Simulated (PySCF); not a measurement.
Se(F)2, SMILES F[Se]F (F₂Se) at its PBE0/def2-SVP optimised geometry (Å):

```
3

Se    -0.7564    -0.8644     0.0000
F     -0.9878     0.8644     0.0000
F      0.9878    -0.8644     0.0000
```

Method: PBE0/def2-TZVP in PySCF. Cells within 0.4 Å of a nucleus heavier than hydrogen are left out (blank, or x).

Map of the log10 of the electron density (e/bohr³), floored at −4 on the plane z = 0.0 Å:

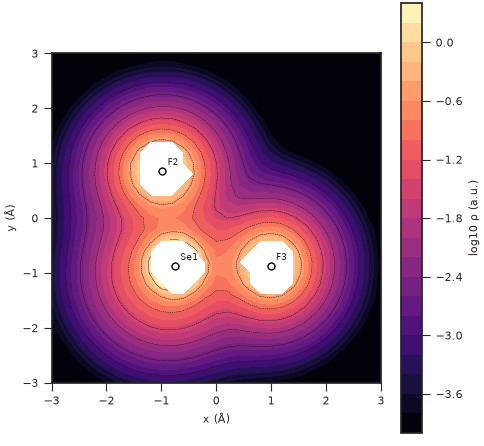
Figure. Log10 of the electron density (e/bohr³), floored at −4 on the plane z = 0.0 Å.
